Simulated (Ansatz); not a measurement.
# ScTeN3 (model cell, started as cubic perovskite with Te in the octahedra): a soft mode frozen in, part 3 of 3

Aim: this structure of ScTeN3 (model cell, started as cubic perovskite with Te in the octahedra) is to be tested for unstable modes, and one is followed downhill.

Ansatz 0.2.0; DFT PBEsol, scalar-relativistic, plane waves, PAW; PAW set soft_1.

So far, highest frequency on the path or at a solved wavevector (cm⁻¹): step 2 (response at finite wavevector) 985. Also lowest frequency on the path (cm⁻¹): step 2 -463.

The structure was built from a prototype and need not be the compound's stable phase.

### 6. Relaxation from the frozen mode

Starting from the lowest point found, all atoms and the cell are let go, so that strain and other modes of the same symmetry can join in.

Contents of input.yaml:

```yaml
crystal:
  lattice:
    - [0.0, -3.9131533689, -3.9131533689]
    - [0.0, -3.9131533689, 3.9131533689]
    - [-7.8263067378, -3.9131533689, 0.0]
  atoms:
    - { symbol: Sc, position: [0.75, 0.75, 0.5] }
    - { symbol: Sc, position: [0.25, 0.25, 0.5] }
    - { symbol: Sc, position: [0.5, 0.5, 1.0] }
    - { symbol: Sc, position: [0.0, 0.0, 1.0] }
    - { symbol: Te, position: [0.375, 0.875, 0.25] }
    - { symbol: Te, position: [0.875, 0.375, 0.25] }
    - { symbol: Te, position: [0.125, 0.625, 0.75] }
    - { symbol: Te, position: [0.625, 0.125, 0.75] }
    - { symbol: "N", position: [0.2016645137, 0.2016645137, 0.25] }
    - { symbol: "N", position: [0.5483354863, 0.5483354863, 0.25] }
    - { symbol: "N", position: [0.7983354863, 0.7983354863, 0.75] }
    - { symbol: "N", position: [0.4516645137, 0.4516645137, 0.75] }
    - { symbol: "N", position: [0.0483354863, 0.7016645137, 0.25] }
    - { symbol: "N", position: [0.7016645137, 0.0483354863, 0.25] }
    - { symbol: "N", position: [0.9516645137, 0.2983354863, 0.75] }
    - { symbol: "N", position: [0.2983354863, 0.9516645137, 0.75] }
    - { symbol: "N", position: [0.5, 0.0, 0.0] }
    - { symbol: "N", position: [0.0, 0.5, 0.0] }
    - { symbol: "N", position: [0.25, 0.75, 0.5] }
    - { symbol: "N", position: [0.75, 0.25, 0.5] }
kpoints:
  mp_grid: { grid: [8, 8, 8] }
hamiltonian:
  xc: pbesol
  pseudopotentials: { kind: paw, azcp: { folder: soft_1 }, xc_functional: pbe }
scf:
  occupations: { method: methfessel_paxton, width: 0.2 }
output:
  forces: true
  stress: true
  eigenvalues: true
relax:
  adjacent_minimum: "off"
  f_tol: 0.002
  max_steps: 120
  cell: { stress_tol: 0.03 }
```

Command:

```sh
> ansatz run input.yaml --threads 8 --pin off --max-ram 16384MiB --backend cpu --events-out ev --progress --plain --runs-dir out
```

Numbers of over 12 decimals in the logs are rounded to 6 here.

Output:

```text
[...]
Crystal: 20 atoms, lattice volume = 239.685 Å³
Basis set: ecut = 420 eV, 4675 PW (Γ), exchange–correlation on 80×80×120 points (8 copies of the dense FFT grid, shifted against one another)
Bands: 104, of which v1, the nominal top of the filled ones, is band 84 counted from 1 (83 counted from 0)
Symmetry: 16 space group operations
[...]
k-points: 59 of 512
[...]
SCF iter   1: F=—  HF=-40598.041816 eV  |F-HF|=—  |Δ(HF+E_count)|=         —  Δρ=9.38e-2  dr2=2.70e1  ethr=3.10e-3  ⟨swp⟩=5.1  Hψ=24511  notcnv=0
[...]
SCF iter   9: F=-40589.568505 eV  HF=-40589.568505 eV  |F-HF|=4.32e-8  |Δ(HF+E_count)|=   1.14e-8  S|Δr|=    0.00e0  Δρ=2.37e-6  dr2=5.50e-8  ethr=5.95e-11  ⟨swp⟩=13.2  Hψ=32529  notcnv=0
SCF 1 converged in 9 iterations: F = -40589.568505 eV  dr2 = 5.50e-8
[...]
relax step   1: F+E_penalty+E_count = -40589.56850476 eV  Δ(F+E_penalty+E_count) = +0.000e0 eV  max|allowed force component| = 6.060e-1 eV/Å  Δτ_max = 0.0000 Å  P = -5.032 GPa  Ω = 239.685 Å³  (9 SCF iters, dr2 threshold 1.00e-7 eV, accepted)
Crystal: 20 atoms, lattice volume = 227.257 Å³
Basis set: ecut = 420 eV, 4435 PW (Γ), exchange–correlation on 80×80×120 points (8 copies of the dense FFT grid, shifted against one another)
[...]
SCF iter   7: F=-40590.095471 eV  HF=-40590.095472 eV  |F-HF|=1.14e-6  |Δ(HF+E_count)|=   6.25e-7  S|Δr|=    0.00e0  Δρ=2.86e-5  dr2=1.80e-6  ethr=1.19e-9  ⟨swp⟩=10.1  Hψ=29886  notcnv=0
SCF 2 converged in 7 iterations: F = -40590.095471 eV  dr2 = 1.80e-6
[...]
relax step   2: F+E_penalty+E_count = -40590.09547101 eV  Δ(F+E_penalty+E_count) = -5.270e-1 eV  max|allowed force component| = 5.584e-1 eV/Å  Δτ_max = 0.1319 Å  P = +4.041 GPa  Ω = 227.257 Å³  energy of the carried Pulay correction = +2.524e-2 eV  (7 SCF iters, dr2 threshold 2.00e-6 eV, accepted)
Crystal: 20 atoms, lattice volume = 231.813 Å³
Basis set: ecut = 420 eV, 4507 PW (Γ), exchange–correlation on 80×80×120 points (8 copies of the dense FFT grid, shifted against one another)
[...]
SCF iter   7: F=-40590.228944 eV  HF=-40590.228946 eV  |F-HF|=1.50e-6  |Δ(HF+E_count)|=   7.49e-7  S|Δr|=    0.00e0  Δρ=1.56e-5  dr2=1.85e-6  ethr=1.19e-9  ⟨swp⟩=6.3  Hψ=29029  notcnv=0
SCF 3 converged in 7 iterations: F = -40590.228944 eV  dr2 = 1.85e-6
relax step   3: F+E_penalty+E_count = -40590.22894408 eV  Δ(F+E_penalty+E_count) = -1.335e-1 eV  max|allowed force component| = 5.611e-2 eV/Å  Δτ_max = 0.0453 Å  P = -0.139 GPa  Ω = 231.813 Å³  energy of the carried Pulay correction = +1.583e-2 eV  (7 SCF iters, dr2 threshold 2.00e-6 eV, accepted)
[...]
relax step   4: F+E_penalty+E_count = -40590.24244992 eV  Δ(F+E_penalty+E_count) = -1.351e-2 eV  max|allowed force component| = 2.776e-2 eV/Å  Δτ_max = 0.0020 Å  P = -0.107 GPa  Ω = 231.589 Å³  energy of the carried Pulay correction = +1.629e-2 eV  (5 SCF iters, dr2 threshold 2.00e-6 eV, accepted)
[...]
relax step   5: F+E_penalty+E_count = -40590.24567522 eV  Δ(F+E_penalty+E_count) = -3.225e-3 eV  max|allowed force component| = 4.787e-3 eV/Å  Δτ_max = 0.0018 Å  P = +0.029 GPa  Ω = 231.305 Å³  energy of the carried Pulay correction = +1.687e-2 eV  (6 SCF iters, dr2 threshold 1.33e-6 eV, accepted)
[...]
relax step   6: F+E_penalty+E_count = -40590.24559928 eV  Δ(F+E_penalty+E_count) = +7.595e-5 eV  max|allowed force component| = 2.037e-3 eV/Å  Δτ_max = 0.0002 Å  P = -0.003 GPa  Ω = 231.345 Å³  energy of the carried Pulay correction = +1.679e-2 eV  (7 SCF iters, dr2 threshold 4.26e-9 eV, accepted)
[...]
relax step   7: F+E_penalty+E_count = -40590.24560675 eV  Δ(F+E_penalty+E_count) = -7.475e-6 eV  max|allowed force component| = 1.133e-3 eV/Å  Δτ_max = 0.0001 Å  P = -0.001 GPa  Ω = 231.341 Å³  energy of the carried Pulay correction = +1.680e-2 eV  (7 SCF iters, dr2 threshold 2.59e-10 eV, accepted)
[...]
relax step   8: F+E_penalty+E_count = -40590.23656318 eV  Δ(F+E_penalty+E_count) = +9.044e-3 eV  max|allowed force component| = 1.096e-3 eV/Å  Δτ_max = 0.0000 Å  P = -0.067 GPa  Ω = 231.341 Å³  stress off target by 1.34e-1 GPa  SCF on the basis re-selected at this cell (its energy is not comparable with the rows above)  (7 SCF iters)
[...]
relax step   9: F+E_penalty+E_count = -40590.23684772 eV  Δ(F+E_penalty+E_count) = -2.845e-4 eV  max|allowed force component| = 4.410e-4 eV/Å  Δτ_max = 0.0002 Å  P = +0.001 GPa  Ω = 231.244 Å³  energy of the carried Pulay correction = +1.962e-4 eV  (5 SCF iters, dr2 threshold 4.47e-8 eV, accepted)
[...]
SCF iter   6: F=-40590.236533 eV  HF=-40590.236533 eV  |F-HF|=2.18e-11  |Δ(HF+E_count)|=  6.55e-11  S|Δr|=    0.00e0  Δρ=8.36e-8  dr2=2.96e-11  ethr=1.00e-12  ⟨swp⟩=6.1  Hψ=25710  notcnv=0
SCF 10 converged in 6 iterations: F = -40590.236533 eV  dr2 = 2.96e-11
relax step  10: F+E_penalty+E_count = -40590.23653281 eV  Δ(F+E_penalty+E_count) = +3.149e-4 eV  max|allowed force component| = 4.284e-4 eV/Å  Δτ_max = 0.0000 Å  P = -0.001 GPa  Ω = 231.244 Å³  stress off target by 1.44e-3 GPa  SCF on the basis re-selected at this cell (its energy is not comparable with the rows above)  (6 SCF iters)
[...]
SCF converged after 6 iterations
[...]
Free energy (F): -40590.236533 eV
[...]
Internal energy: -40590.249904 eV  (E = F + TS)
E sigma→0 (E₀):  -40590.239876 eV
Entropy (-TS):   0.013371 eV (0.669 meV/atom)
Fermi energy:    13.223311 eV
[...]
--- Forces (eV/Å), atoms counted from 1 ---
  atom   1  Sc     0.00000000     0.00000000    -0.00000000
  atom   2  Sc    -0.00000000    -0.00000000     0.00000000
  atom   3  Sc     0.00000000     0.00000000    -0.00000000
  atom   4  Sc     0.00000000     0.00000000    -0.00000000
  atom   5  Te     0.00035614    -0.00000000    -0.00000000
  atom   6  Te     0.00035614    -0.00000000    -0.00000000
  atom   7  Te    -0.00035614     0.00000000     0.00000000
  atom   8  Te    -0.00035614     0.00000000     0.00000000
  atom   9  N     -0.00006537    -0.00042844    -0.00000000
  atom  10  N     -0.00006537     0.00042844     0.00000000
  atom  11  N      0.00006537     0.00042844     0.00000000
  atom  12  N      0.00006537    -0.00042844    -0.00000000
  atom  13  N     -0.00006537     0.00000000     0.00042844
  atom  14  N     -0.00006537     0.00000000    -0.00042844
  atom  15  N      0.00006537    -0.00000000    -0.00042844
  atom  16  N      0.00006537    -0.00000000     0.00042844
  atom  17  N      0.00000000     0.00000000     0.00000000
  atom  18  N      0.00000000    -0.00000000     0.00000000
  atom  19  N     -0.00000000     0.00000000     0.00000000
  atom  20  N      0.00000000    -0.00000000    -0.00000000
  max |Σ_I F_I| component: 1.34e-17 eV/Å
--- Stress (GPa, compression-positive) ---
        0.000942      -0.000000      -0.000000
       -0.000000      -0.001437      -0.000000
       -0.000000      -0.000000      -0.001437
  P = ⅓ Tr σ = -0.0006 GPa (-0.006 kbar)
--- Band table (eV; the first three rows and the last of 59) ---
  k-point 0: bands = [... 80 lower, 12.6220, 12.6220, 12.9661, 12.9661, 13.0489, 14.5791, 14.9826, 15.0935, ... 16 higher]
  k-point 1: bands = [... 80 lower, 12.6787, 12.6787, 12.9636, 12.9636, 13.1168, 14.5821, 14.9904, 15.1418, ... 16 higher]
  k-point 2: bands = [... 80 lower, 12.8331, 12.8331, 13.0182, 13.0182, 13.3055, 14.5593, 15.0408, 15.1370, ... 16 higher]
  k-point 58: bands = [... 80 lower, 12.4937, 12.4937, 12.8002, 12.8002, 14.7362, 14.7362, 15.0010, 15.0010, ... 16 higher]
--- Relaxed structure (8 steps of the walk, 8 accepted, 2 SCFs on fresh bases) ---
  F+E_penalty+E_count = -40590.23653281 eV   max|allowed force component| = 4.284e-4 eV/Å   (the final SCF, on the basis selected at the relaxed cell)
  cell:  # Å, volume = 231.2437 Å³
    - [0, -3.800366, -3.800366]
    - [0, -3.800366, 3.800366]
    - [-8.005509, -3.800366, 0]
  atoms:
    - { symbol: Sc, position: [0.75, 0.75, 0.5] }
    - { symbol: Sc, position: [0.25, 0.25, 0.5] }
    - { symbol: Sc, position: [0.5, 0.5, 1.0] }
    - { symbol: Sc, position: [0, 0, 1.0] }
    - { symbol: Te, position: [0.374478, 0.874478, 0.251044] }
    - { symbol: Te, position: [0.874478, 0.374478, 0.251044] }
    - { symbol: Te, position: [0.125522, 0.625522, 0.748956] }
    - { symbol: Te, position: [0.625522, 0.125522, 0.748956] }
    - { symbol: N, position: [0.211885, 0.211885, 0.251159] }
    - { symbol: N, position: [0.536956, 0.536956, 0.251159] }
    - { symbol: N, position: [0.788115, 0.788115, 0.748841] }
    - { symbol: N, position: [0.463044, 0.463044, 0.748841] }
    - { symbol: N, position: [0.036956, 0.711885, 0.251159] }
    - { symbol: N, position: [0.711885, 0.036956, 0.251159] }
    - { symbol: N, position: [0.963044, 0.288115, 0.748841] }
    - { symbol: N, position: [0.288115, 0.963044, 0.748841] }
    - { symbol: N, position: [0.5, 0.0, 0] }
    - { symbol: N, position: [0.0, 0.5, 0] }
    - { symbol: N, position: [0.25, 0.75, 0.5] }
    - { symbol: N, position: [0.75, 0.25, 0.5] }
```

Run time: 3.2 min. Hardware: 8 threads of AMD EPYC 7R32 (Zen 2), shared host; peak memory 2.1 GiB.

The steps of the relaxation:

```csv
step,energy less that of the first step (eV),largest force component (eV/Å),pressure (GPa),volume (Å³)
1,0.0000,0.6060,-5.03,239.68
2,-0.5270,0.5584,4.04,227.26
3,-0.6604,0.0561,-0.14,231.81
4,-0.6739,0.0278,-0.11,231.59
5,-0.6772,0.0048,0.03,231.30
6,-0.6771,0.0020,0.00,231.34
7,-0.6771,0.0011,0.00,231.34
8*,-0.6681,0.0011,-0.07,231.34
9,-0.6683,0.0004,0.00,231.24
10*,-0.6680,0.0004,0.00,231.24
```

Relaxation steps marked * repeat the geometry before them on a plane-wave basis chosen anew for their cell, so energy and pressure can jump there.

Forces are held to the 16 operations that the run works with; a distortion that breaks them can't arise in this run.

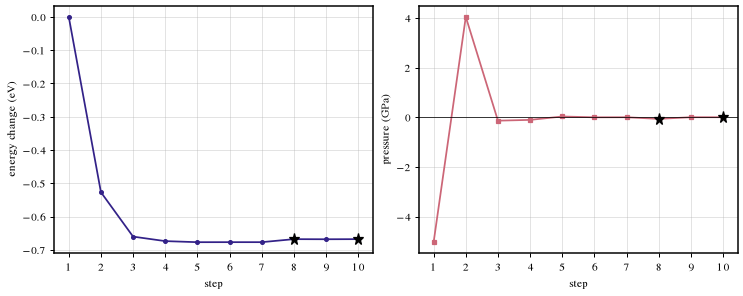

Energy and pressure along the relaxation. Stars mark steps on a basis chosen anew.

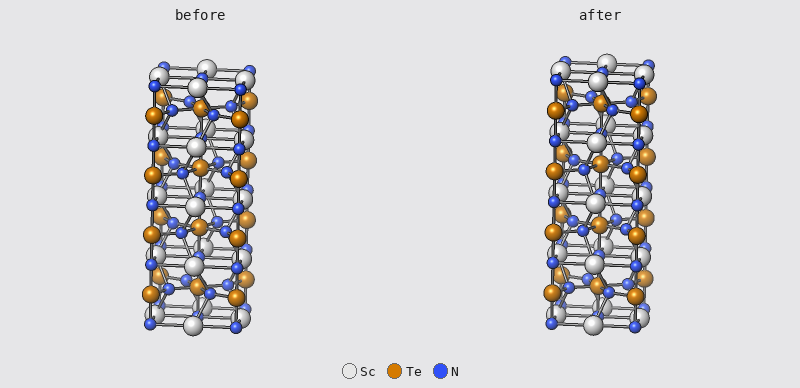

The structure before and after the relaxation, drawn at the same scale.

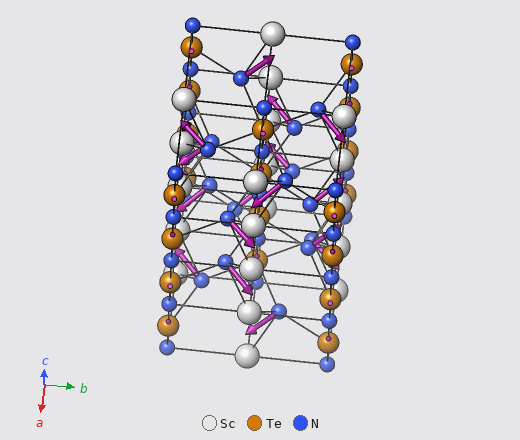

Displacements in the relaxation, exaggerated, measured against the changing cell; the longest in the cell stands for 0.08 Å. Some periodic images of atoms are drawn too.

```csv
"conventional cell, symmetrised",before,after,change
a (Å),5.534,5.375,-2.9 %
b (Å),5.534,5.375,-2.9 %
c (Å),15.653,16.011,+2.3 %
volume (Å³/atom),11.98,11.56,-3.5 %
```

The atoms that moved most (Å, as changes of fractional coordinates times the final cell):

```csv
atom,dx,dy,dz,length
N11,0.009,0.082,0.000,0.083
N12,0.009,-0.082,0.000,0.083
N10,-0.009,0.082,0.000,0.083
N16,0.009,0.000,0.082,0.083
N14,-0.009,0.000,-0.082,0.083
N13,-0.009,0.000,0.082,0.083
N15,0.009,0.000,-0.082,0.083
N9,-0.009,-0.082,0.000,0.083
```

Final coordinates:

```
Sc Te N
1.0
     0.00000   -3.80037   -3.80037
     0.00000   -3.80037    3.80037
    -8.00551   -3.80037    0.00000
Sc Te N
4 4 12
Direct
  0.75000 0.75000 0.50000
  0.25000 0.25000 0.50000
  0.50000 0.50000 0.00000
  0.00000 0.00000 0.00000
  0.37448 0.87448 0.25104
  0.87448 0.37448 0.25104
  0.12552 0.62552 0.74896
  0.62552 0.12552 0.74896
  0.21189 0.21189 0.25116
  0.53696 0.53696 0.25116
  0.78811 0.78811 0.74884
  0.46304 0.46304 0.74884
  0.03696 0.71189 0.25116
  0.71189 0.03696 0.25116
  0.96304 0.28811 0.74884
  0.28811 0.96304 0.74884
  0.50000 0.00000 0.00000
  0.00000 0.50000 0.00000
  0.25000 0.75000 0.50000
  0.75000 0.25000 0.50000
```

Numbers from this step:

| Item | Value |
| --- | --- |
| pressure | -6.44e-4 GPa |
| volume per atom | 11.56 Å³ |

The distorted start has space group I4/mcm; the relaxation ends in I4/mcm.

### 7. The phases reached

The phases reached along the modes that were followed are set side by side.

Energies are those of the first relaxation, on the mesh of the frozen mode; space group, volume and gap are those of the last relaxation. Phases, by row:

```csv
mode frozen in,space group,energy from parent (meV/atom),volume (Å³/atom),gap on mesh (eV),lowest zone-centre optical mode (cm⁻¹),largest shift (Å)
parent,Pm-3m,0,11.98,0,–,–
"q = (-0.5, -0.5, -0.5), 463i cm⁻¹",I4/mcm,-349.9,11.51,0.063,-320.4,0.671
"q = (-0.5, -0.5, -0.5), 463i cm⁻¹",R-3c,-508.4,11.57,0.84,-271.7,0.647
"q = (-0.5, -0.5, -0.5), 463i cm⁻¹",Imma,-519,11.68,0.203,-253.1,0.724
"q = (0.25, -0.5, -0.5), 416i cm⁻¹",I4/mcm,-326.2,11.56,0,–,0.665
```

### 8. Outcome

* unstable mode of the parent: q = (0.25, -0.5, -0.5), 416i cm⁻¹
* depth at the lowest point sampled: 293 meV/atom
* largest atomic shift at that point: 0.6 Å
* space group reached (within 0.01 Å): I4/mcm
* energy gained over the parent (first relaxation, on the mesh of the frozen mode): 326 meV/atom
* volume per atom, phase reached: 11.6 Å³

In words: Along this mode the structure falls into I4/mcm, 326 meV/atom below the parent. At the parent's cell the well is 292.7 meV/atom deep on the steps tried, with its lowest point at a shift of 0.6 Å. That is the last step tried, so the steps alone don't bracket the bottom of the well. Relaxing atoms and cell changes the gain by +33.52 meV/atom against the lowest step (energies at zero smearing). The modes of the phase reached were not computed on this path. Of the 4 patterns followed to their end from this parent, this one ends 193 meV/atom above the lowest, Imma. Each path keeps the symmetry of its pattern, so a lower phase may lie along a pattern not tried. With no gap, or one that is small against the smearing, the frequencies hang on the k mesh and the smearing, most of all near Kohn anomalies. Spin-orbit coupling is left out, which can matter for the heavy elements here. The PAW files were made for PBE and serve the other functionals too. A phonon run warned that its eigensolver left some bands unconverged in a pass. The starting cell was built on a prototype and not taken from a measurement, so the phase need not exist.

[Logs are printed without paths, hosts, clocks, repeated set-up lines and the standing remarks that a program may print on its own settings, such as how far it seeks lower states.]

[Hosts, paths, dates, database ids (printed as entryN), source tags and the programs' standing remarks are cut or masked in the printed files.]
